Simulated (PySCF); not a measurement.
**C2H6OSi: a tour of settings**

Which settings matter for C2H6OSi (`C=C[SiH2]O`), and how do bad ones show?

Programs: PySCF 2.14.0, with density-fitted response routines of our own. Each step states its level of theory. These are calculated values for one molecule in the gas phase, unless marked as measured. Atoms are numbered from 0 throughout.

### Step 1. The molecule as given

10 atoms, charge 0, multiplicity 1; geometry from: GFN2-xTB.

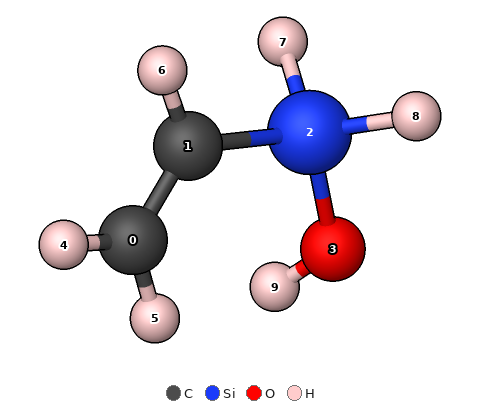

The starting geometry (carbon dark grey, silicon blue, oxygen red, hydrogen pink), atoms numbered.

### Step 2. Nuclear shieldings: PBE0/def2-SVPD

The job: settings as JSON, then the geometry in Å.

```
{"job": {"kind": "nmr", "xc": "PBE0", "basis": "def2-SVPD", "pop": true}, "charge": 0, "multiplicity": 1}
C      1.590561     0.121097    -0.151435
C      0.634846    -0.736593     0.171837
Si    -1.118173    -0.261999     0.680117
O     -1.374758     1.339668     0.555224
H      2.585993    -0.187043    -0.435925
H      1.422183     1.187368    -0.139078
H      0.871556    -1.793377     0.149314
H     -2.048472    -0.996371    -0.186066
H     -1.359704    -0.482673     2.100031
H     -1.195148     1.814577    -0.251492
```

Method: GIAO PBE0/def2-SVPD NMR shielding, non-relativistic, gas phase.

Launch:

```sh
OMP_NUM_THREADS=1 python probes_run.py task.json out
```

One launch serves the whole session: the jobs run in the order shown.

The log of the run:

```text
coarse grid: 8608 points
cycle   1  E = -443.8919404864  dE =  2.863e-01  |g| = 6.869e-01  |ddm| = 3.951e+00
cycle   2  E = -443.7599897584  dE =  1.320e-01  |g| = 1.070e+00  |ddm| = 1.714e+00
cycle   3  E = -443.9849322037  dE = -2.249e-01  |g| = 8.714e-02  |ddm| = 1.014e+00
cycle   4  E = -443.9864306156  dE = -1.498e-03  |g| = 3.586e-02  |ddm| = 1.470e-01
cycle   5  E = -443.9867593421  dE = -3.287e-04  |g| = 9.976e-03  |ddm| = 4.841e-02
cycle   6  E = -443.9867816816  dE = -2.234e-05  |g| = 3.570e-03  |ddm| = 1.366e-02
cycle   7  E = -443.9867852020  dE = -3.520e-06  |g| = 3.628e-04  |ddm| = 4.674e-03
final grid: 77784 points
cycle   8  E = -444.0499281757  dE = -1.386e-05  |g| = 6.444e-03  |ddm| = 5.023e-02
cycle   9  E = -444.0499203550  dE =  7.821e-06  |g| = 8.947e-03  |ddm| = 1.562e-02
cycle  10  E = -444.0499379178  dE = -1.756e-05  |g| = 8.450e-04  |ddm| = 9.009e-03
cycle  11  E = -444.0499380717  dE = -1.539e-07  |g| = 1.008e-04  |ddm| = 9.367e-04
cycle  12  E = -444.0499380740  dE = -2.365e-09  |g| = 4.475e-05  |ddm| = 2.647e-04
cycle  13  E = -444.0499380745  dE = -4.604e-10  |g| = 2.132e-05  |ddm| = 7.889e-05
converged SCF energy = -444.0499380745

GIAO shielding tensors (ppm)
atom      isotropic    diamagn.    paramagn.     s11        s22        s33       span
  0 C       64.261     250.692    -186.431    -53.040     60.856    184.966    238.006
  1 C       58.452     252.377    -193.925    -49.889     46.060    179.186    229.075
  2 Si     441.020     883.875    -442.856    404.308    420.751    498.001     93.694
  3 O      332.263     379.930     -47.667    302.481    331.208    363.100     60.619
  4 H       25.344      31.520      -6.177     22.430     25.217     28.384      5.953
  5 H       25.614      32.093      -6.479     22.097     25.093     29.652      7.555
  6 H       25.407      32.282      -6.875     22.826     26.134     27.262      4.436
  7 H       26.349      28.871      -2.522     22.940     24.940     31.166      8.226
  8 H       26.571      28.564      -1.994     23.277     25.206     31.229      7.951
  9 H       31.151      33.676      -2.525     23.239     25.960     44.255     21.016
```

Run time: 8.3 s. Hardware: 1 thread of Arm Neoverse V1, shared host; peak memory 0.54 GiB.

Shifts follow as δ = σ(reference) − σ, with reference shieldings (ppm) from runs at the same level and on the same kind of geometry: ¹H TMS 31.88, ¹³C TMS 194.1, ²⁹Si TMS 384.7, ¹⁷O H2O 338.3. The references are single molecules in the gas phase, so shifts against H2O, NH3, PH3, H3PO4 or CFCl3 are not on the usual liquid scales and can be off by tens of ppm. Atoms listed in one row are averaged.

```csv
atoms,environment,σ (ppm),δ (ppm)
C1,alkene CH,58.5,135.7
C0,terminal =CH2 carbon,64.3,129.9
H4,hydrogen on a terminal =CH2 carbon,25.34,6.53
H6,hydrogen on an alkene CH,25.41,6.47
H5,hydrogen on a terminal =CH2 carbon,25.61,6.26
"H7, H8","hydrogen on a silicon bonded to C, O",26.46,5.42
H9,hydrogen on an oxygen bonded to Si,31.15,0.72
Si2,"silicon bonded to C, O, 2 H",441.0,-56.3
O3,"oxygen bonded to Si, H",332.3,6.0
```

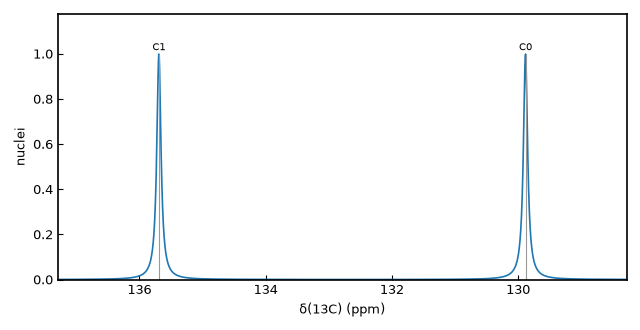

¹³C lines at the computed shifts, without couplings. Lines are broadened to a width of 0.08 ppm (Lorentzian).

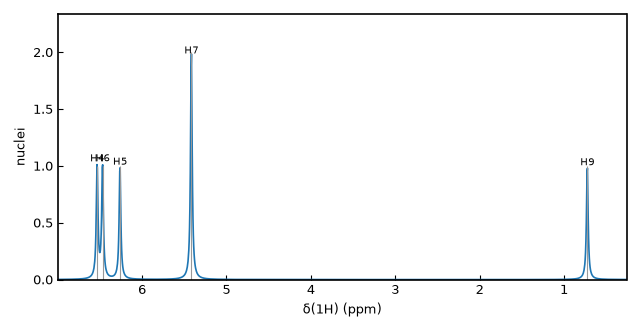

¹H lines at the computed shifts, without couplings. Lines are broadened to a width of 0.02 ppm (Lorentzian).

Charges from the same density, by scheme (e):

```csv
atoms,IAO,Hirshfeld,ESP fit
C0,-0.28,-0.08,-0.26
C1,-0.45,-0.14,-0.32
Si2,1.02,0.39,0.57
O3,-0.80,-0.31,-0.63
```

IAO charges:

```
atom  value (e)
  C0      -0.28
  C1      -0.45
 Si2       1.02
  O3      -0.80
  H4       0.15
  H5       0.14
  H6       0.15
  H7      -0.16
  H8      -0.14
  H9       0.37
```

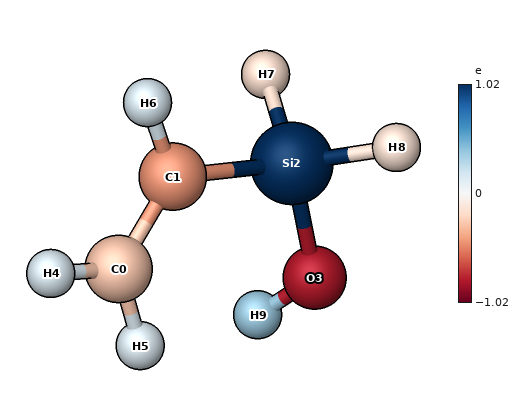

IAO charges, as colours on the atoms.

Mulliken charges and Mayer bond orders break down with diffuse functions, so they are left out here.

With diffuse functions Mulliken charges and Mayer bond orders lose their meaning; the other schemes are steadier.

### Step 3. Shielding tensors: BP86/pcSseg-1

The job, as its differences from that of step 2:

```diff
@@ -1,2 +1,2 @@
-{"job": {"kind": "nmr", "xc": "PBE0", "basis": "def2-SVPD", "pop": true}, "charge": 0, "multiplicity": 1}
+{"job": {"kind": "nmr", "xc": "BP86", "basis": "pcSseg-1", "pop": false, "scf": {"damp": 0.3}}, "charge": 0, "multiplicity": 1}
 C      1.590561     0.121097    -0.151435
```

Method: GIAO BP86/pcSseg-1 NMR shielding, non-relativistic, gas phase.

The log of the run:

```text
damping 0.30 in the first 6 cycles
final grid: 77784 points
cycle   1  E = -444.3946317223  dE =  3.241e-01  |g| = 9.019e-01  |ddm| = 2.818e+00
cycle   2  E = -444.3847641364  dE =  9.868e-03  |g| = 9.458e-01  |ddm| = 1.410e+00
cycle   3  E = -444.3742952809  dE =  1.047e-02  |g| = 1.021e+00  |ddm| = 1.436e+00
cycle   4  E = -444.2940482063  dE =  8.025e-02  |g| = 1.172e+00  |ddm| = 1.729e+00
cycle   5  E = -444.2632641046  dE =  3.078e-02  |g| = 1.313e+00  |ddm| = 1.855e+00
cycle   6  E = -440.4460371598  dE =  3.817e+00  |g| = 3.394e+00  |ddm| = 5.087e+00
cycle   7  E = -407.2222579797  dE =  3.322e+01  |g| = 1.024e+01  |ddm| = 1.345e+01
cycle   8  E = -438.7628102521  dE = -3.154e+01  |g| = 4.831e+00  |ddm| = 1.242e+01
cycle   9  E = -443.7387099206  dE = -4.976e+00  |g| = 2.020e+00  |ddm| = 3.091e+00
cycle  10  E = -444.2905838711  dE = -5.519e-01  |g| = 9.453e-01  |ddm| = 1.162e+00
cycle  11  E = -444.4227687487  dE = -1.322e-01  |g| = 7.121e-01  |ddm| = 1.258e+00
cycle  12  E = -444.5269180324  dE = -1.041e-01  |g| = 3.070e-01  |ddm| = 6.746e-01
cycle  13  E = -444.5474024943  dE = -2.048e-02  |g| = 1.007e-01  |ddm| = 2.760e-01
cycle  14  E = -444.5499301838  dE = -2.528e-03  |g| = 2.966e-02  |ddm| = 1.158e-01
cycle  15  E = -444.5501867930  dE = -2.566e-04  |g| = 4.689e-03  |ddm| = 3.514e-02
cycle  16  E = -444.5501918965  dE = -5.104e-06  |g| = 6.605e-04  |ddm| = 6.013e-03
cycle  17  E = -444.5501919852  dE = -8.869e-08  |g| = 1.762e-04  |ddm| = 9.398e-04
cycle  18  E = -444.5501919884  dE = -3.217e-09  |g| = 2.261e-05  |ddm| = 2.932e-04
cycle  19  E = -444.5501919886  dE = -1.309e-10  |g| = 4.965e-06  |ddm| = 3.250e-05
converged SCF energy = -444.5501919886

GIAO shielding tensors (ppm)
atom      isotropic    diamagn.    paramagn.     s11        s22        s33       span
  0 C       44.752     254.490    -209.738    -75.994     41.004    169.246    245.240
  1 C       38.238     261.480    -223.242    -72.688     25.953    161.447    234.135
  2 Si     362.062     880.343    -518.282    319.977    336.063    430.144    110.167
  3 O      324.230     388.512     -64.282    286.372    331.310    355.007     68.636
  4 H       25.263      29.796      -4.533     22.411     25.184     28.194      5.783
  5 H       25.664      32.811      -7.147     22.272     25.202     29.518      7.246
  6 H       25.361      31.467      -6.106     23.132     25.923     27.027      3.895
  7 H       26.140      29.161      -3.021     22.705     24.673     31.042      8.337
  8 H       26.444      28.831      -2.387     23.187     25.002     31.142      7.955
  9 H       30.939      32.741      -1.802     23.109     26.275     43.433     20.324
```

Run time: 10 s. Hardware: 1 thread of Arm Neoverse V1, shared host; peak memory 0.41 GiB.

Key values: δ C1 144.1, C0 137.6, Si2 -32.2, O3 10.0, H4 6.44, H6 6.35 ppm.

### Step 4. TDDFT and polarisability: LDA/def2-SVPD

The job, as its differences from that of step 3:

```diff
@@ -1,2 +1,2 @@
-{"job": {"kind": "nmr", "xc": "BP86", "basis": "pcSseg-1", "pop": false, "scf": {"damp": 0.3}}, "charge": 0, "multiplicity": 1}
+{"job": {"kind": "uv", "xc": "LDA", "basis": "def2-SVPD", "nstates": 1, "ntriplets": 2, "tda": false, "scf": {"level_shift": 0.2, "conv": 1e-08}}, "charge": 0, "multiplicity": 1}
 C      1.590561     0.121097    -0.151435
```

With the program's defaults for keys left out, this is: TDDFT LDA/def2-SVPD, vertical, gas phase, core orbitals frozen in the response.

The log of the run:

```text
final grid: 77784 points
cycle   1  E = -441.7845914707  dE =  2.613e-01  |g| = 7.420e-01  |ddm| = 4.108e+00
cycle   2  E = -441.6838316124  dE =  1.008e-01  |g| = 1.086e+00  |ddm| = 1.900e+00
cycle   3  E = -441.8868089046  dE = -2.030e-01  |g| = 2.247e-01  |ddm| = 8.359e-01
cycle   4  E = -441.8981210913  dE = -1.131e-02  |g| = 4.598e-02  |ddm| = 2.643e-01
cycle   5  E = -441.8986154372  dE = -4.943e-04  |g| = 7.356e-03  |ddm| = 5.745e-02
cycle   6  E = -441.8986285911  dE = -1.315e-05  |g| = 5.336e-03  |ddm| = 1.969e-02
cycle   7  E = -441.8986345601  dE = -5.969e-06  |g| = 1.711e-03  |ddm| = 1.060e-02
cycle   8  E = -441.8986351682  dE = -6.081e-07  |g| = 3.181e-04  |ddm| = 4.320e-03
cycle   9  E = -441.8986351961  dE = -2.787e-08  |g| = 6.313e-05  |ddm| = 1.337e-03
cycle  10  E = -441.8986351982  dE = -2.085e-09  |g| = 1.717e-05  |ddm| = 3.645e-04
level shift removed, Fock matrix diagonalised once more
converged SCF energy = -441.8986351982

Static polarisability (au): isotropic 57.816, principal 47.097 54.622 71.729

Singlet excitations
state   eV       nm        f      main configurations
  1   5.6564    219.2   0.01694   H-1->L 0.54, H->L 0.42

Triplet excitations (Tamm-Dancoff, eV): 4.6831 5.3358
```

Run time: 6.4 s. Hardware: 1 thread of Arm Neoverse V1, shared host; peak memory 0.41 GiB.

The orbitals next to the gap, with their largest atomic shares:

```
orbital     eV                       atoms
 HOMO−3  -8.81  O3 50 %, Si2 13 %, C0 12 %
 HOMO−2  -7.79  O3 36 %, Si2 16 %, C1 15 %
 HOMO−1  -7.22   C1 29 %, O3 20 %, C0 16 %
   HOMO  -6.99  C1 26 %, C0 25 %, Si2 14 %
   LUMO  -1.67  C0 38 %, C1 34 %, Si2 10 %
 LUMO+1  -0.87  Si2 27 %, O3 23 %, H9 13 %
 LUMO+2   0.31  Si2 34 %, C1 16 %, H6 12 %
```

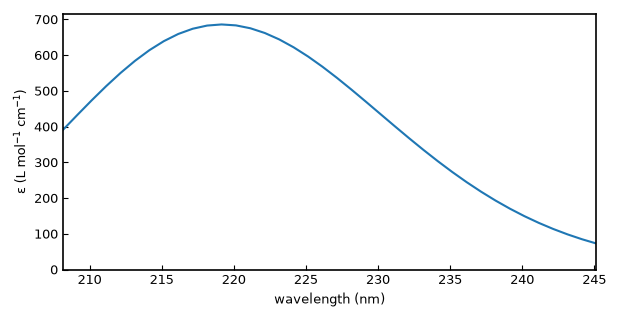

Absorption spectrum: each of the 1 states is a Gaussian band of 0.4 eV half-width at 1/e. Beyond the last state computed it falls off for lack of states.

Ground-state properties from the same run:

| property | computed |
| --- | --- |
| dipole moment (D) | 1.55 |
| polarisability (Å³) | 8.57 |
| HOMO–LUMO gap (eV) | 5.31 |
| −ε(HOMO) (eV) | 6.99 |

### Step 5. TDDFT and polarisability: LC-wPBE/def2-SVPD

The job, as its differences from that of step 4:

```diff
@@ -1,2 +1,2 @@
-{"job": {"kind": "uv", "xc": "LDA", "basis": "def2-SVPD", "nstates": 1, "ntriplets": 2, "tda": false, "scf": {"level_shift": 0.2, "conv": 1e-08}}, "charge": 0, "multiplicity": 1}
+{"job": {"kind": "uv", "xc": "LC-wPBE", "basis": "def2-SVPD", "nstates": 12, "ntriplets": 0, "tda": false, "scf": {"guess": "random", "max_cycle": 62}, "max_iter": 1}, "charge": 0, "multiplicity": 1}
 C      1.590561     0.121097    -0.151435
```

Level: TDDFT LC-wPBE/def2-SVPD, vertical, gas phase, core orbitals frozen in the response.

The log of the run:

```text
start from random orthonormal orbitals
final grid: 77784 points
cycle   1  E = -412.1776538266  dE = -3.163e+02  |g| = 7.289e+00  |ddm| = 4.635e+03
cycle   2  E = -296.0562927197  dE =  1.161e+02  |g| = 1.190e+01  |ddm| = 3.032e+02
cycle   3  E = -439.1677968235  dE = -1.431e+02  |g| = 3.557e+00  |ddm| = 2.773e+02
cycle   4  E = -440.8198972013  dE = -1.652e+00  |g| = 2.980e+00  |ddm| = 3.392e+01
cycle   5  E = -444.0903177176  dE = -3.270e+00  |g| = 4.925e-01  |ddm| = 4.047e+00
cycle   6  E = -444.1490448080  dE = -5.873e-02  |g| = 2.329e-01  |ddm| = 1.323e+00
cycle   7  E = -444.1631231887  dE = -1.408e-02  |g| = 7.920e-02  |ddm| = 4.057e-01
cycle   8  E = -444.1646116185  dE = -1.488e-03  |g| = 1.707e-02  |ddm| = 1.464e-01
cycle   9  E = -444.1647454155  dE = -1.338e-04  |g| = 5.436e-03  |ddm| = 6.661e-02
cycle  10  E = -444.1647588092  dE = -1.339e-05  |g| = 1.311e-03  |ddm| = 2.164e-02
cycle  11  E = -444.1647593789  dE = -5.697e-07  |g| = 3.641e-04  |ddm| = 4.524e-03
cycle  12  E = -444.1647594165  dE = -3.757e-08  |g| = 2.244e-04  |ddm| = 9.323e-04
cycle  13  E = -444.1647594316  dE = -1.516e-08  |g| = 2.747e-05  |ddm| = 5.348e-04
cycle  14  E = -444.1647594322  dE = -6.181e-10  |g| = 6.714e-06  |ddm| = 1.290e-04
converged SCF energy = -444.1647594322

Static polarisability (au): isotropic 53.210, principal 43.740 50.306 65.583

Singlet excitations
state   eV       nm        f      main configurations
  1   7.0960    174.7   0.01357   H-1->L 0.62, H-1->L+1 0.24
  2   7.9540    155.9   0.04198   H->L 0.42, H->L+1 0.25, H-1->L+1 0.10
  3   8.3334    148.8   0.01207   H-1->L+1 0.39, H-1->L 0.21, H->L+1 0.10
  4   8.6029    144.1   0.55057   H->L+1 0.50, H->L 0.37
  5   8.8039    140.8   0.03592   H-2->L 0.36, H-2->L+1 0.19, H->L+2 0.17
  6   9.0582    136.9   0.00343   H->L+2 0.56, H-2->L 0.26
  7   9.3253    133.0   0.10170   H-2->L+1 0.35, H->L+2 0.10, H-2->L 0.09
  8   9.5151    130.3   0.09126   H-1->L+2 0.66
  9   9.6518    128.5   0.05117   H->L+4 0.46, H->L+3 0.18
 10   9.7541    127.1   0.10518   H->L+3 0.17, H->L+5 0.12, H-3->L 0.08
 11   9.7953    126.6   0.02078   H->L+6 0.28, H-2->L+2 0.16, H->L+5 0.13
 12   9.9440    124.7   0.03975   H-1->L+5 0.20, H-1->L+4 0.17, H->L+4 0.11
```

Run time: 12 s. Hardware: 1 thread of Arm Neoverse V1, shared host; peak memory 0.58 GiB.

Diagnosis: The SCF converged, but the response equations did not within 1 iteration. The remedy is to allow more iterations. Numbers from the part that failed are no properties of the molecule.

### Step 6. Ultraviolet spectrum: PBE0/def2-SVPD

The job, as its differences from that of step 5:

```diff
@@ -1,2 +1,2 @@
-{"job": {"kind": "uv", "xc": "LC-wPBE", "basis": "def2-SVPD", "nstates": 12, "ntriplets": 0, "tda": false, "scf": {"guess": "random", "max_cycle": 62}, "max_iter": 1}, "charge": 0, "multiplicity": 1}
+{"job": {"kind": "uv", "xc": "PBE0", "basis": "def2-SVPD", "nstates": 6, "ntriplets": 2, "tda": false, "scf": {"aux": "def2-qzvpp-jkfit"}}, "charge": 0, "multiplicity": 1}
 C      1.590561     0.121097    -0.151435
```

Level: TDDFT PBE0/def2-SVPD, vertical, gas phase, core orbitals frozen in the response.

The log of the run:

```text
final grid: 77784 points
cycle   1  E = -443.9548238022  dE =  2.869e-01  |g| = 6.886e-01  |ddm| = 3.952e+00
cycle   2  E = -443.8212365277  dE =  1.336e-01  |g| = 1.073e+00  |ddm| = 1.714e+00
cycle   3  E = -444.0481067407  dE = -2.269e-01  |g| = 8.645e-02  |ddm| = 1.017e+00
cycle   4  E = -444.0495787133  dE = -1.472e-03  |g| = 3.612e-02  |ddm| = 1.478e-01
cycle   5  E = -444.0499132582  dE = -3.345e-04  |g| = 9.995e-03  |ddm| = 4.885e-02
cycle   6  E = -444.0499358465  dE = -2.259e-05  |g| = 3.538e-03  |ddm| = 1.377e-02
cycle   7  E = -444.0499393159  dE = -3.469e-06  |g| = 3.679e-04  |ddm| = 4.668e-03
cycle   8  E = -444.0499393534  dE = -3.744e-08  |g| = 5.997e-05  |ddm| = 7.737e-04
cycle   9  E = -444.0499393544  dE = -1.028e-09  |g| = 1.274e-05  |ddm| = 1.528e-04
cycle  10  E = -444.0499393544  dE = -4.150e-11  |g| = 2.657e-06  |ddm| = 2.634e-05
converged SCF energy = -444.0499393544

Static polarisability (au): isotropic 54.694, principal 44.701 51.596 67.787

Singlet excitations
state   eV       nm        f      main configurations
  1   6.4596    191.9   0.00672   H-1->L 0.90
  2   6.8371    181.3   0.03881   H->L+1 0.75, H->L 0.19
  3   7.2001    172.2   0.28009   H->L 0.57, H->L+1 0.21, H-2->L 0.18
  4   7.2461    171.1   0.00267   H-1->L+1 0.93
  5   7.6451    162.2   0.06062   H-2->L 0.63, H-2->L+1 0.17, H->L 0.10
  6   7.8335    158.3   0.01470   H->L+2 0.75, H-2->L+1 0.16

Triplet excitations (Tamm-Dancoff, eV): 4.3063 5.8702
```

Wall time 8.1 s (1 thread of Arm Neoverse V1, shared host); peak memory 0.58 GiB.

In short: HOMO -8.03 eV, LUMO -0.46 eV; lowest singlet 6.46 eV.

### Step 7. Comparing the runs: NMR shifts

Shifts (ppm) of some atoms, chosen among heavy atoms and hydrogens apart, with basis size and wall time:

| run | C1 | C0 | H4 | H6 | H5 | Si2 | O3 | functions | time |
| --- | --- | --- | --- | --- | --- | --- | --- | --- | --- |
| PBE0/def2-SVPD | 135.7 | 129.9 | 6.53 | 6.47 | 6.26 | -56.3 | 6.0 | 135 | 8.3 s |
| BP86/pcSseg-1 | 144.1 | 137.6 | 6.44 | 6.35 | 6.04 | -32.2 | 10.0 | 105 | 10 s |

### Step 8. Side by side: electronic excitations

Excitations and ground-state properties, with basis size and wall time:

```
           run  lowest singlet (eV)  brightest (eV)      f  gap (eV)  α (Å³)  μ (D)  functions   time
 LDA/def2-SVPD                 5.66            5.66  0.017      5.31    8.57   1.55        135  6.4 s
PBE0/def2-SVPD                 6.46            7.20  0.280      7.57    8.10   1.60        135  8.1 s
```

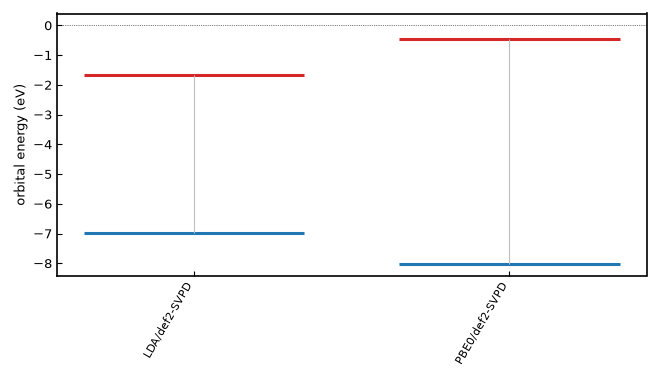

HOMO (blue) and LUMO (red) run by run.

### Step 9. Summary of results

| quantity | value |
| --- | --- |
| ¹³C shifts against TMS (PBE0/def2-SVPD) | 135.7, 129.9 ppm |
| ¹H shifts against TMS (PBE0/def2-SVPD, means over atoms taken as alike) | 6.53, 6.47, 6.26, 5.42, 0.72 ppm |
| ²⁹Si shifts against TMS (PBE0/def2-SVPD) | -56.3 ppm |
| ¹⁷O shifts against H2O (PBE0/def2-SVPD) | 6.0 ppm |
| lowest singlet (LDA/def2-SVPD) | 5.66 eV (219 nm), f = 0.017 |
| lowest triplet | 4.68 eV |
| range of the shift of Si2 | -56.3 to -32.2 ppm |
| range of the lowest singlet | 5.66 to 6.46 eV |
| property runs in this session | 5, of which 1 failed and 0 gave unsound results |

Single values in the summary come from the first sound run of each kind (PBE0/def2-SVPD; LDA/def2-SVPD), which need not be the best level. The first singlet state (HOMO−1→LUMO 0.54, HOMO→LUMO 0.42) lies at 5.66 eV and is weak. The lowest triplet lies 0.97 eV below the lowest singlet (triplets in Tamm-Dancoff, singlets in full TDDFT). Across the 2 runs the shift of Si2 moves most, between -56.3 (PBE0/def2-SVPD) and -32.2 ppm (BP86/pcSseg-1). The lowest singlet runs from 5.66 eV (LDA/def2-SVPD) to 6.46 eV (PBE0/def2-SVPD), while the orbital gap spans 5.31 to 7.57 eV. The lowest state need not be the same one in every run. The runs solved for a few states only, so the brightest column depends on that window.
